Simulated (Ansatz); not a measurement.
# triplet C2H6Si: levels of theory compared

Wanted: a comparison of 6 runs (UB3LYP/6-31G*, U-r2SCAN/cc-pVDZ, U-wB97X/cc-pVDZ, UB2PLYP/cc-pVDZ, UHSE06/cc-pVDZ, UPBE-QIDH/cc-pVDZ) of triplet C2H6Si. 

Program for the calculation: Ansatz 0.2.0.

60 further runs of the same task are left out: 60 set aside as unsound or not needed.

## (1) The molecule

C2H6Si: 9 atoms, total charge 0, spin state triplet. As SMILES of the parent species, `CC[SiH]`. Geometry: relaxed at PBE0-D4/def2-TZVP. This is one conformer, not always the lowest. That shape belongs to the parent species and isn't relaxed for this state.

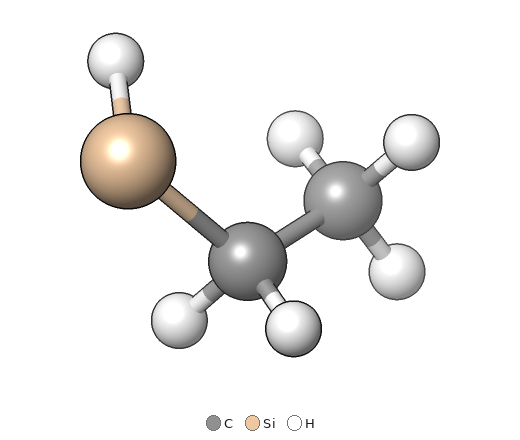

The structure, seen from a chosen angle (carbon grey, silicon light orange, hydrogen white).

## (2) A single-point energy at UB3LYP/6-31G(d) (spherical functions) (run 1)

Input file input.yaml:

```yaml
crystal:
  periodic: [false, false, false]
  atoms:
    - symbol: C
      position_ang: [-0.593600, 0.495600, -0.562700]
    - symbol: C
      position_ang: [0.423400, -0.563800, -0.158900]
    - symbol: Si
      position_ang: [1.475100, -0.358700, 1.398700]
    - symbol: H
      position_ang: [-1.208900, 0.173100, -1.407700]
    - symbol: H
      position_ang: [-0.098000, 1.423000, -0.860500]
    - symbol: H
      position_ang: [-1.258400, 0.736300, 0.269500]
    - symbol: H
      position_ang: [1.051000, -0.864800, -1.004300]
    - symbol: H
      position_ang: [-0.103000, -1.497700, 0.133400]
    - symbol: H
      position_ang: [0.401100, 0.410600, 2.175300]
basis:
  gaussian:
    orbitals: 6-31G_st_-spherical.json
magnetization:
  spin_polarized: true
  initial_magnetization: 2
hamiltonian:
  xc: {name: B3LYP}
accuracy: high
output: {orbitals: {seedname: orbitals}}
```

The basis set 6-31G* is read from a file made from the Basis Set Exchange's data (not shown).

Run with:

```bash
$ ansatz run input.yaml --threads 1 --pin off --max-ram 3480MiB --events-out events.jsonl --progress --plain --runs-dir runs
```

Log:

```text
Warning: RAYON_NUM_THREADS=1 ignored (pool sized by the plan → 1); use --threads N
Functional definition: B3LYP
  name "B3LYP"
  parameter a0 = 0.2
  parameter ax = 0.72
  parameter ac = 0.81
  exchange = (1 - a0 - ax)*slater_x + ax*b88_x + a0*exact_x
  correlation = (1 - ac)*vwn_rpa_c + ac*lyp_c
1403 factors; integrals over basis functions are off by at most 3.3e-9 eV
mean field evaluation 1: about -10040.2884 eV, gradient 3.4e1 eV
mean field evaluation 2: about -10031.0604 eV, gradient 5.1e1 eV
mean field evaluation 4: about -10046.2129 eV, gradient 2.0e0 eV
mean field evaluation 8: about -10046.3997 eV, gradient 1.3e-1 eV
mean field evaluation 16: about -10046.3998 eV, gradient 1.1e-4 eV
mean field -10046.39982562 eV, -369.1983838970 hartree, gradient 9.0e-8 eV, S^2 2.001501; 0 other end points of the search recorded, 0 dependent functions left out
reference -10046.39986087 eV, -369.1983851924 hartree; 17, 15 occupied and 41, 43 virtual orbitals, 1403 factors
Total energy: -10046.39986087 eV, -369.1983851924 hartree
```

It took 8.4 s on 1 thread of Arm Neoverse V1, shared host; peak memory 0.24 GiB.

## (3) A single-point energy at U-r2SCAN/cc-pVDZ (run 2)

Input file in.yaml:

```yaml
crystal:
  periodic: [false, false, false]
  atoms:
    - {symbol: C, position_ang: [-0.593600, 0.495600, -0.562700]}
    - {symbol: C, position_ang: [0.423400, -0.563800, -0.158900]}
    - {symbol: Si, position_ang: [1.475100, -0.358700, 1.398700]}
    - {symbol: H, position_ang: [-1.208900, 0.173100, -1.407700]}
    - {symbol: H, position_ang: [-0.098000, 1.423000, -0.860500]}
    - {symbol: H, position_ang: [-1.258400, 0.736300, 0.269500]}
    - {symbol: H, position_ang: [1.051000, -0.864800, -1.004300]}
    - {symbol: H, position_ang: [-0.103000, -1.497700, 0.133400]}
    - {symbol: H, position_ang: [0.401100, 0.410600, 2.175300]}
basis:
  gaussian:
    orbitals: cc-pVDZ
magnetization:
  spin_polarized: true
  initial_magnetization: 2
hamiltonian:
  xc: {name: r2SCAN}
accuracy: high
output:
  orbitals: {seedname: orbitals}
```

Run with:

```bash
$ ansatz run in.yaml --threads 1 --pin off --max-ram 3480MiB --events-out events.jsonl --progress --plain --runs-dir runs
```

Log:

```text
Warning: RAYON_NUM_THREADS=1 ignored (pool sized by the plan → 1); use --threads N
Functional definition: r2SCAN
  name "r2SCAN"
  parameter k0 = 0.174
  parameter k1 = 0.065
  parameter a1 = 4.9479
  exchange = r2scan_x(k0 = k0, k1 = k1, a1 = a1)
  correlation = r2scan_c
1848 factors; integrals over basis functions are off by at most 3.7e-9 eV
mean field evaluation 1: about -10036.1772 eV, gradient 3.9e1 eV
mean field evaluation 2: about -10010.5634 eV, gradient 7.2e1 eV
mean field evaluation 4: about -10044.3098 eV, gradient 2.8e0 eV
mean field evaluation 8: about -10044.3598 eV, gradient 9.2e-2 eV
mean field evaluation 16: about -10044.3599 eV, gradient 1.3e-4 eV
mean field -10044.35986911 eV, -369.1234168780 hartree, gradient 2.6e-8 eV, S^2 2.004182; 0 other end points of the search recorded, 0 dependent functions left out
reference -10044.35987135 eV, -369.1234169604 hartree; 17, 15 occupied and 59, 61 virtual orbitals, 1848 factors
Total energy: -10044.35987135 eV, -369.1234169604 hartree
```

Run time: 17 s. Hardware: 1 thread of Arm Neoverse V1, shared host; peak memory 0.37 GiB.

Run 3 isn't shown in full; the table further down has it.

## (4) The energy at UB2PLYP/cc-pVDZ (run 4)

Input file molecule.yaml:

```yaml
crystal:
  periodic: [false, false, false]
  atoms:
    - {symbol: C, position_ang: [-0.593600, 0.495600, -0.562700]}
    - {symbol: C, position_ang: [0.423400, -0.563800, -0.158900]}
    - {symbol: Si, position_ang: [1.475100, -0.358700, 1.398700]}
    - {symbol: H, position_ang: [-1.208900, 0.173100, -1.407700]}
    - {symbol: H, position_ang: [-0.098000, 1.423000, -0.860500]}
    - {symbol: H, position_ang: [-1.258400, 0.736300, 0.269500]}
    - {symbol: H, position_ang: [1.051000, -0.864800, -1.004300]}
    - {symbol: H, position_ang: [-0.103000, -1.497700, 0.133400]}
    - {symbol: H, position_ang: [0.401100, 0.410600, 2.175300]}
basis:
  gaussian:
    orbitals: cc-pVDZ
output:
  orbitals: {seedname: orbitals}
correlation:
  frozen_orbitals: {C: 1, H: 0, Si: 5}
magnetization:
  spin_polarized: true
  initial_magnetization: 2
accuracy: high
hamiltonian:
  xc: {name: B2PLYP}
```

Run with:

```bash
$ ansatz run molecule.yaml --threads 1 --pin off --max-ram 3480MiB --events-out events.jsonl --progress --plain --runs-dir runs
```

Log:

```text
Warning: RAYON_NUM_THREADS=1 ignored (pool sized by the plan → 1); use --threads N
Functional definition: B2PLYP
  name "B2PLYP"
  parameter a = 0.53
  parameter c = 0.27
  exchange = (1 - a)*b88_x + a*exact_x
  correlation = (1 - c)*lyp_c + c*(mp2_os + mp2_ss)
1848 factors; integrals over basis functions are off by at most 3.7e-9 eV
mean field evaluation 1: about -10032.9451 eV, gradient 2.7e1 eV
mean field evaluation 2: about -10033.0032 eV, gradient 2.7e1 eV
mean field evaluation 4: about -10036.8111 eV, gradient 1.9e0 eV
mean field evaluation 8: about -10036.8548 eV, gradient 1.0e-1 eV
mean field evaluation 16: about -10036.8551 eV, gradient 3.9e-4 eV
mean field -10036.85510346 eV, -368.8476218273 hartree, gradient 7.9e-8 eV, S^2 2.002690; 0 other end points of the search recorded, 0 dependent functions left out
7 core orbitals not correlated: weight in the atoms' cores, before any rotation towards them, 1.000 or more for the frozen orbitals, at most 0.000 for the correlated occupied ones
reference -10036.85512845 eV, -368.8476227457 hartree; 10, 8 occupied and 59, 61 virtual orbitals, 1848 factors
second order -12.11386537 eV of doubles, -0.00000000 eV of singles
Total energy: -10040.12587210 eV, -368.9678203579 hartree
```

It took 14 s on 1 thread of Arm Neoverse V1, shared host; peak memory 0.32 GiB.

Run 5 isn't shown in full; the table further down has it.

## (5) The energy at UPBE-QIDH/cc-pVDZ (run 6)

molecule.yaml, as its differences from that of step 4:

```diff
@@ -13,13 +13,7 @@
 basis:
-  gaussian:
-    orbitals: cc-pVDZ
-output:
-  orbitals: {seedname: orbitals}
-correlation:
-  frozen_orbitals: {C: 1, H: 0, Si: 5}
-magnetization:
-  spin_polarized: true
-  initial_magnetization: 2
+  gaussian: {orbitals: cc-pVDZ}
+output: {orbitals: {seedname: orbitals}}
+hamiltonian: {xc: {name: PBE-QIDH}}
+correlation: {frozen_orbitals: {C: 1, H: 0, Si: 5}}
+magnetization: {spin_polarized: true, initial_magnetization: 2}
 accuracy: high
-hamiltonian:
-  xc: {name: B2PLYP}
```

Run with:

```bash
$ ansatz run molecule.yaml --threads 1 --pin off --max-ram 3480MiB --events-out events.jsonl --progress --plain --runs-dir runs
```

Log:

```text
Warning: RAYON_NUM_THREADS=1 ignored (pool sized by the plan → 1); use --threads N
Functional definition: PBE-QIDH
  name "PBE-QIDH"
  parameter a = 3^(-1/3)
  parameter c = 1/3
  exchange = (1 - a)*pbe_x + a*exact_x
  correlation = (1 - c)*pbe_c + c*(mp2_os + mp2_ss)
1848 factors; integrals over basis functions are off by at most 3.7e-9 eV
mean field evaluation 1: about -10030.3447 eV, gradient 2.2e1 eV
mean field evaluation 2: about -10030.4130 eV, gradient 2.2e1 eV
mean field evaluation 4: about -10033.2005 eV, gradient 2.0e0 eV
mean field evaluation 8: about -10033.2569 eV, gradient 3.0e-1 eV
mean field evaluation 16: about -10033.2595 eV, gradient 1.1e-3 eV
mean field -10033.25947672 eV, -368.7154849821 hartree, gradient 6.7e-8 eV, S^2 2.003202; 0 other end points of the search recorded, 0 dependent functions left out
7 core orbitals not correlated: weight in the atoms' cores, before any rotation towards them, 1.000 or more for the frozen orbitals, at most 0.000 for the correlated occupied ones
reference -10033.25947772 eV, -368.7154850186 hartree; 10, 8 occupied and 59, 61 virtual orbitals, 1848 factors
second order -11.19542497 eV of doubles, -0.00000000 eV of singles
Total energy: -10036.99128604 eV, -368.8526264449 hartree
```

Wall time 14 s (1 thread of Arm Neoverse V1, shared host); peak memory 0.32 GiB.

## (6) All runs side by side

```csv
run,level,frozen core orbitals,energy (Eh),HOMO energy (eV),LUMO energy (eV),⟨S²⟩,wall time
1,UB3LYP/6-31G* (spherical functions),–,-369.198385,-4.61,-3.94,2.002,8.4 s
2,U-r2SCAN/cc-pVDZ,–,-369.123417,-4.30,-4.00,2.004,17 s
3,U-wB97X/cc-pVDZ,–,-369.165264,-7.10,-2.34,2.003,51 s
4,UB2PLYP/cc-pVDZ,7,-368.967820,-5.83,-2.27,2.003,14 s
5,UHSE06/cc-pVDZ,–,-368.967218,-4.61,-3.89,2.002,13 s
6,UPBE-QIDH/cc-pVDZ,7,-368.852626,-6.74,-1.48,2.003,14 s
```

## (7) Outcome

| quantity | value |
| --- | --- |
| run 6: total energy | -368.85263 Eh |
| run 6: HOMO energy (SCF part's orbitals) (highest over α and β) | -6.74 eV |
| run 6: LUMO energy (SCF part's orbitals) (lowest over α and β) | -1.48 eV |
| run 6: ⟨S²⟩ | 2.003 |

Totals of different functionals can't be ranked against each other. All runs together took 2 min, the longest 51 s.
